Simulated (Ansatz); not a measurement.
```
CELL_PARAMETERS angstrom
4.34220 0.00000 0.00000
0.00000 6.95081 0.00000
0.00000 0.00000 8.95094
ATOMIC_POSITIONS crystal
Pb 0.00000 0.00000 0.00000
Pb 0.50000 0.50000 0.50000
Mg 0.00000 0.50000 0.22021
Mg 0.50000 0.00000 0.72021
Mg 0.50000 0.00000 0.27979
Mg 0.00000 0.50000 0.77979
Sb 0.00000 0.20160 0.50000
Sb 0.50000 0.70160 0.00000
Sb 0.50000 0.29840 0.00000
Sb 0.00000 0.79840 0.50000
```

Space group Immm; built by placing these elements on a known structure type; computed pressure about 4 GPa in this cell.

Theory: DFT, PAW plane waves, PBE (Ansatz).

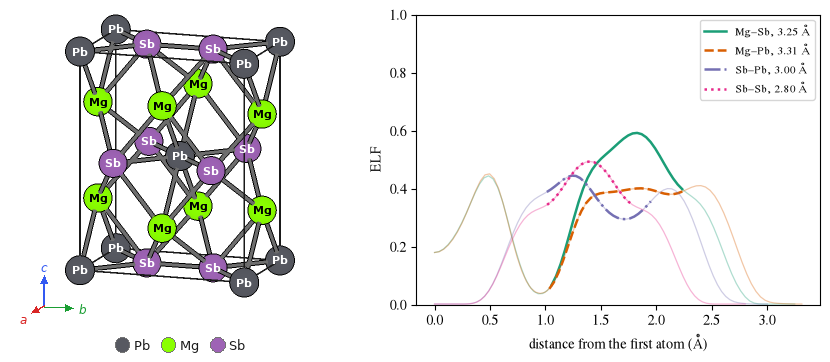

Mg₂Sb₂Pb. ELF along straight lines between neighbouring atoms. Thin, pale parts lie inside the atomic spheres. The structure is drawn too.

Core electrons are frozen (PAW), and the valence fields are smoothed inside the atomic spheres.

**What can be read from the curves?**

Mg–Sb (3.25 Å): the ELF peaks at about 0.60 in the valence shell of Sb, 1.4 Å from its nucleus, and is about 0.55 at the midpoint.
Mg–Pb (3.31 Å): the ELF is about 0.40 at the midpoint.
Sb–Pb (3.00 Å): the ELF is about 0.35 at the midpoint (no shared electron pair shows on this line).
Sb–Sb (2.80 Å): the ELF is about 0.50 at the midpoint.
